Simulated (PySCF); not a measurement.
# HNO3 (peroxynitrous acid) at BLYP/6-311+G(d,p)

Aim: the energy change on altering one bond length of HNO3 (peroxynitrous acid) at BLYP/6-311+G**, from 2 runs. 

The calculation is run with PySCF 2.14.0.

1 further run of the same task is left out (set aside as unsound or not needed).

## Step 1: Starting point

HNO3 has 5 atoms, charge 0, and is taken as a singlet. SMILES: `O=NOO`. The coordinates come from a PBE0-D4/def2-TZVP relaxation. This is one conformer, not always the lowest.

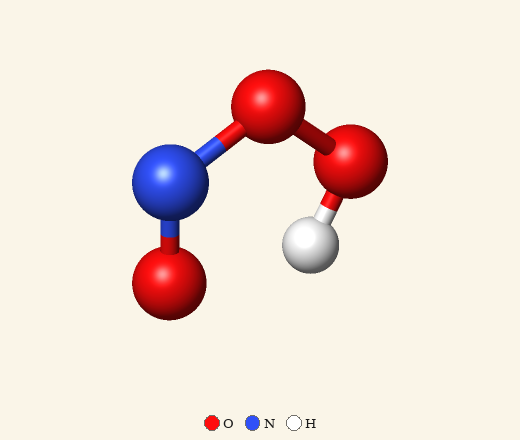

Viewed from a chosen angle; oxygen red, nitrogen blue, hydrogen white.

## Step 2: The energy at BLYP/6-311+G(d,p)

input.py reads:

```python
from pyscf import gto, dft

system = gto.M(
    atom=[
    ('O', (0.136350, -0.835310, 0.979060)),
    ('N', (-0.871770, -0.628300, 0.400790)),
    ('O', (-0.775090, 0.288530, -0.589000)),
    ('O', (0.508600, 0.826880, -0.747550)),
    ('H', (1.001920, 0.348200, -0.043280)),
],
    max_memory=1860,
    charge=0,
    basis='6-311+g**',
    verbose=3,
)

mf = dft.RKS(system)
mf.xc = 'blyp'
mf.grids.level = 5
mf.conv_tol = 1e-10
mf.kernel()
if not mf.converged:
    mf = mf.newton().run(mf.mo_coeff, mf.mo_occ)

etot = mf.e_tot
print(f'total energy: {etot:.8f} hartree')
```

Launch:

```
$ OMP_NUM_THREADS=1 python input.py
```

What it wrote:

```text
converged SCF energy = -280.917114290368
total energy: -280.91711429 hartree
```

Wall time 15 s (1 thread of Arm Neoverse V1, shared host); peak memory 0.46 GiB.

## Step 3: The distorted shape at the same level

calc.py reads:

```python
from pyscf import gto, dft

molecule = gto.M(
    atom='''
O     -0.955230    -2.087167     1.999961
N     -2.860301    -1.695974     0.907189
O     -2.677602     0.036583    -0.963243
O      0.961115     1.562577    -1.412665
H      1.893354     0.658003    -0.081787
''',
    max_memory=1860,
    basis='6-311+g**',
    unit='bohr',
    spin=0,
    verbose=4,
)

mf = dft.RKS(molecule, xc='blyp')
mf.conv_tol = 1e-10
mf.grids.level = 5
mf.kernel()
if not mf.converged:
    mf = mf.newton().run(mf.mo_coeff, mf.mo_occ)

energy = mf.e_tot
print(f'total energy: {energy:.8f} hartree')
```

Launch:

```
$ OMP_NUM_THREADS=1 python calc.py
```

What it wrote:

```text
PySCF version 2.14.0

[... 91 lines left out ...]
converged SCF energy = -280.886652503681
total energy: -280.88665250 hartree
```

Wall time 20 s (1 thread of Arm Neoverse V1, shared host); peak memory 0.46 GiB.

## Step 4: Summary of results

Level: BLYP/6-311+G**.

| quantity | value |
| --- | --- |
| first shape: total energy | -280.91711 Eh |
| first shape: dipole moment | 0.92 D |
| first shape: HOMO energy | -7.56 eV |
| first shape: LUMO energy | -3.77 eV |
| first shape: HOMO–LUMO gap | 3.79 eV |
| distorted shape: total energy | -280.88665 Eh |
| distorted shape: dipole moment | 1.98 D |
| distorted shape: HOMO energy | -7.51 eV |
| distorted shape: LUMO energy | -6.65 eV |
| distorted shape: HOMO–LUMO gap | 0.86 eV |
| energy change with the O3–O4 bond stretched from 1.401 to 2.101 Å | 0.829 eV |

What this shows: One bond (distorted shape) is far stretched, which a spin-restricted single reference describes badly; a broken-symmetry solution may lie lower. With the O3–O4 bond stretched from 1.401 to 2.101 Å the energy rises by 0.83 eV (19.1 kcal/mol). The first shape isn't relaxed at this level, so the change isn't measured from a minimum. A restricted reference can't describe the breaking bond well at this length.
